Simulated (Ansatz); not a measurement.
**Convergence study of the plane-wave cutoff for HfCd (P4mm, 4 atoms in the cell)**

```yaml
crystal:
  lattice:
    - [3.03202, 0.00000, 0.00000]
    - [0.00000, 3.03202, 0.00000]
    - [0.00000, 0.00000, 9.11665]
  atoms:
    - { symbol: Hf, position: [0.00000, 0.50000, 0.88712] }
    - { symbol: Hf, position: [0.50000, 0.00000, 0.11836] }
    - { symbol: Cd, position: [0.00000, 0.50000, 0.37747] }
    - { symbol: Cd, position: [0.50000, 0.00000, 0.62253] }
```

Computed with PBEsol, default PAW files made with PBE (plane waves; Ansatz, a quantum-chemistry and plane-wave program).

Base settings: basis.ecutwfc = 420 eV; kpoints.mp_grid.grid = 9 9 3; hamiltonian.xc = pbesol; hamiltonian.pseudopotentials = {kind: paw} (the program's default PAW files); scf.occupations.method = fermi_dirac; scf.occupations.width = 0.1 eV.

The second cell is the first with its lattice scaled by 0.98.

The mesh stays at the base's, so the ladder's end is converged at best in this setting alone.

The first pressure column holds Ansatz's estimate of the finite-basis (Pulay) stress, which hides part of the cutoff error; the other is without it.

Only quantities that move along the ladder and can be compared are tabulated.

The count of work is k-points × plane waves × bands × iterations; it is no time. 

The starting cell comes from a database of computed structures (which also holds hypothetical and non-ambient phases and stackings), without a prior relaxation at this level. Its lattice was rescaled by up to half a per cent. One atom was moved a little off its site on purpose.

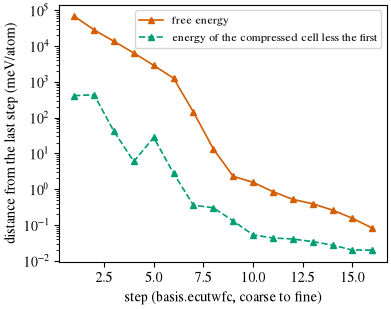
Figure: Distance from the last step along the ladder; very small values are drawn at a floor.

| basis.ecutwfc | free energy less the last step's (meV/atom) | energy of the compressed cell less the first (meV/atom) | pressure (GPa) | pressure without the Pulay estimate (GPa) | largest difference of a force vector from the last step's (eV/Å) | count of work / last |
|---|---|---|---|---|---|---|
| 145 eV | 68161.63 | -391.49 | -23.56 | -1792.27 | 2.355 | 0.056 |
| 170 eV | 28323.04 | -415.05 | 6.12 | -879.76 | 1.635 | 0.068 |
| 190 eV | 13561.68 | 61.51 | -3.02 | -481.95 | 1.088 | 0.082 |
| 210 eV | 6419.98 | 14.30 | 7.35 | -261.09 | 0.450 | 0.093 |
| 230 eV | 2885.31 | 48.30 | -1.05 | -136.42 | 0.167 | 0.11 |
| 250 eV | 1261.35 | 17.49 | -1.05 | -70.16 | 0.031 | 0.12 |
| 295 eV | 142.82 | 19.91 | -0.57 | -12.20 | 0.017 | 0.16 |
| 335 eV | 13.43 | 20.57 | -0.42 | -1.84 | 0.003 | 0.20 |
| 380 eV | 2.30 | 20.40 | -0.45 | -0.51 | 0.001 | 0.23 |
| 420 eV | 1.56 | 20.32 | -0.46 | -0.51 | 0.000 | 0.26 |
| 460 eV | 0.86 | 20.31 | -0.46 | -0.49 | 0.000 | 0.31 |
| 505 eV | 0.52 | 20.31 | -0.46 | -0.47 | 0.000 | 0.36 |
| 565 eV | 0.39 | 20.30 | -0.47 | -0.47 | 0.000 | 0.42 |
| 630 eV | 0.26 | 20.29 | -0.47 | -0.47 | 0.000 | 0.44 |
| 735 eV | 0.16 | 20.29 | -0.47 | -0.47 | 0.000 | 0.62 |
| 840 eV | 0.08 | 20.28 | -0.47 | -0.47 | 0.000 | 0.76 |
| 1010 eV | 0.00 | 20.27 | -0.47 | -0.47 | 0.000 | 1.0 |

Coarsest basis.ecutwfc that holds the forces within 0.005 eV/Å of the last step, with all finer ones: 335 eV, at 0.20 of the last step's count of work; the step before is off by 0.017 eV/Å.

Coarsest basis.ecutwfc that holds the pressure without the Pulay estimate within 0.2 GPa of the last step, with all finer ones: 380 eV, at 0.23 of the last step's count of work; the step before is off by 1.4 GPa.

Coarsest basis.ecutwfc that holds the energy of the compressed cell less the first within 0.5 meV/atom of the last step, with all finer ones: 295 eV, at 0.16 of the last step's count of work; the step before is off by 2.8 meV/atom.

The energy difference between the two cells stays within 1 meV/atom of the last step's from 295 eV on, the total only from 460 eV on: much of the error is common to both cells and cancels.

At the lowest cutoff the pressure without the Pulay estimate lies 1790 GPa under the last step's, the usual sign of Pulay stress in an incomplete plane-wave basis.

Keys are those of Ansatz 0.2.
